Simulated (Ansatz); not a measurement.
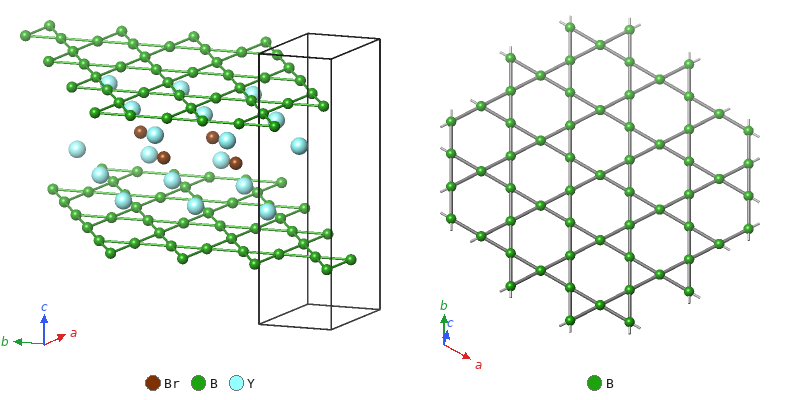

Left: the structure. Right: its underlying net. Nodes are coloured by element. One layer is drawn. Edges to nodes outside the piece are drawn as stubs.

System Y2B3Br (space group P6_3/mmc, No. 194); source of the atomic positions: the end point of a relaxation (final pressure about -2.9 GPa) with DFT, PAW plane waves, r2scan (Ansatz 0.2.0); the starting structure was generated, so it need not be a known form of this composition.

Bonds are taken as B–B below 2.2 Å; Y is left out of the net, as the electropositive filling of the structure. Simplification: prune 0- and 1-connected atoms, fold 2-connected ones into links.

The result is a uninodal 4-connected, two-periodic (layers) net: B is a 4-connected node. Br drops out. It is the kgm net, known from the kagome lattice. The layers lie parallel to (001).

| node | links | point symbol | coordination sequence |
| --- | --- | --- | --- |
| B | 4 | 3²·6²·7² | 4 8 14 18 |
